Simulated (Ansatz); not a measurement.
**Phonon calculation, with input and output: SiPH$_{7}$O**

The run: phonon calculation of SiPH$_{7}$O. Method and program: RKS LDA/6-31G* (Ansatz 0.2.0).

It belongs to a series of runs on one base structure; here: vibrations at the highest image of the band.

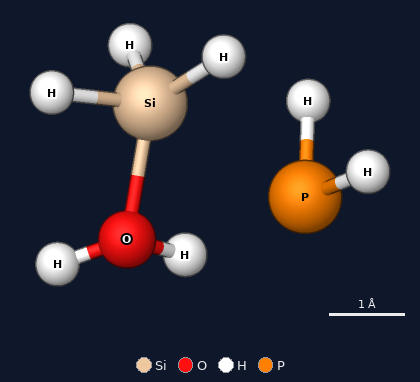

**Figure 1.** The structure as given in the input (ball-and-stick view, seen at a tilt).

Results in brief:

```json
{"quantity": "outcome", "value": "converged"}
{"quantity": "total energy", "value": "−19242.1296 eV"}
{"quantity": "mean-field energy", "value": "−19242.1296 eV"}
{"quantity": "largest force (length of the vector)", "value": "0.038 eV/Å"}
{"quantity": "hardware", "value": "1 thread of Arm Neoverse V1, 24 GiB of memory available, shared host"}
{"quantity": "wall time", "value": "63 s"}
{"quantity": "peak memory", "value": "0.1 GiB"}
```

The input:
```yaml
crystal:
  periodic: [false, false, false]
  atoms:
    - { symbol: Si, position_ang: [0.010519, -0.252998, 0.007254] }
    - { symbol: O, position_ang: [0.09945, -0.034063, 1.836812] }
    - { symbol: H, position_ang: [-0.680856, 0.349669, 2.315724] }
    - { symbol: H, position_ang: [1.184061, 0.03074, -0.87942] }
    - { symbol: H, position_ang: [-0.763441, 1.057185, -0.041294] }
    - { symbol: H, position_ang: [-0.984103, -1.230682, -0.541438] }
    - { symbol: P, position_ang: [1.351251, -2.423168, 1.108312] }
    - { symbol: H, position_ang: [0.825142, -3.041432, -0.067118] }
    - { symbol: H, position_ang: [2.540315, -1.910632, 0.501013] }
    - { symbol: H, position_ang: [0.43916, -1.056119, 2.023255] }
basis:
  gaussian: { orbitals: "6-31G*" }
hamiltonian:
  xc: lda
phonons: {}
```

Run as:
```bash
ansatz run input.yaml --threads 1 --pin off --max-ram 2048MiB --backend cpu --events-out ev --progress --plain --runs-dir out
```

Log:
```
Engine: ansatz 0.2.0, aarch64-unknown-linux-gnu
Functional definition: SPW92
  exchange = slater_x
  correlation = pw_c
875 factors; their error is unknown
mean field evaluation 1: about -19238.2658 eV, gradient 4.4e1 eV
mean field evaluation 2: about -19230.0346 eV, gradient 8.2e1 eV
mean field evaluation 4: about -19242.1209 eV, gradient 4.1e0 eV
mean field evaluation 8: about -19242.1815 eV, gradient 3.2e-1 eV
mean field evaluation 16: about -19242.1296 eV, gradient 6.0e-5 eV
mean field -19242.12958439 eV, -707.1352194425 hartree, gradient 6.0e-5 eV, S^2 0.000000; 0 other end points of the search recorded, 0 dependent functions left out
the calculation of the forces begins
reference -19242.12961754 eV, -707.1352206609 hartree; 22, 22 occupied and 45, 45 virtual orbitals, 875 factors
these checks for a lower state are left out or cut short: stability, starts, cluster_reference, orbital_swaps, neighbouring_geometries, increment
875 factors; their error is unknown
mean field -19242.12951067 eV, -707.1352167333 hartree, gradient 8.6e-7 eV, S^2 0.000000; 0 other end points of the search recorded, 0 dependent functions left out
[... from here on the field's lines of each further geometry are left out, up to the last ...]
the calculation of the forces begins
reference -19242.12961305 eV, -707.1352204958 hartree; 22, 22 occupied and 45, 45 virtual orbitals, 875 factors
these checks for a lower state are left out or cut short: stability, starts, cluster_reference, orbital_swaps, neighbouring_geometries, increment
875 factors; their error is unknown
mean field -19242.12955227 eV, -707.1352182620 hartree, gradient 2.0e-6 eV, S^2 0.000000; 0 other end points of the search recorded, 0 dependent functions left out
the calculation of the forces begins
reference -19242.12958543 eV, -707.1352194805 hartree; 22, 22 occupied and 45, 45 virtual orbitals, 875 factors
WARN: phonons: modes at or below zero, which the zero-point energy, F, S and C_V leave out: 1, the lowest at -456.86 cm⁻¹. A minimum has none, and a first-order saddle one
Total energy: -19242.12961754 eV, -707.1352206609 hartree
Atom 0 at     0.010519    -0.252998     0.007254 Å, force     0.005958    -0.009928    -0.032308 eV/Å
Atom 1 at     0.099450    -0.034063     1.836812 Å, force     0.011874     0.022181     0.028652 eV/Å
Atom 2 at    -0.680856     0.349669     2.315724 Å, force    -0.007105    -0.004867    -0.014095 eV/Å
Atom 3 at     1.184061     0.030740    -0.879420 Å, force    -0.007936     0.002013     0.011817 eV/Å
Atom 4 at    -0.763441     1.057185    -0.041294 Å, force    -0.003773     0.004796     0.000053 eV/Å
Atom 5 at    -0.984103    -1.230682    -0.541438 Å, force    -0.000241     0.002887     0.004736 eV/Å
Atom 6 at     1.351251    -2.423168     1.108312 Å, force     0.004538    -0.004074    -0.001851 eV/Å
Atom 7 at     0.825142    -3.041432    -0.067118 Å, force    -0.000547    -0.003691    -0.002047 eV/Å
Atom 8 at     2.540315    -1.910632     0.501013 Å, force    -0.004106     0.000054    -0.000495 eV/Å
Atom 9 at     0.439160    -1.056119     2.023255 Å, force     0.001338    -0.009371     0.005539 eV/Å
Dipole moment:    -0.388884     0.403694     0.224512 e Å
Vibrations: -456.86 138.49 230.40 297.95 326.31 412.40 449.11 511.53 579.33 651.25 782.07 806.56 901.12 979.56 1013.51 1050.82 1155.42 2056.37 2097.55 2155.78 2194.69 2376.19 2401.47 3466.80 cm⁻¹, zero-point energy 1.675936 eV
```

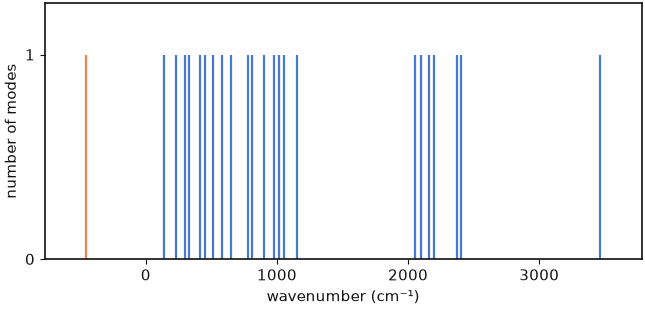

**Figure 2.** Harmonic vibrational wavenumbers from the force constants; neighbouring modes closer than 18 cm⁻¹ are counted in one stick, and imaginary ones are drawn at negative wavenumbers. 24 modes from 457i to 3467 cm⁻¹, 1 imaginary beyond 8i (457i cm⁻¹): a first-order saddle point, if the geometry is stationary.
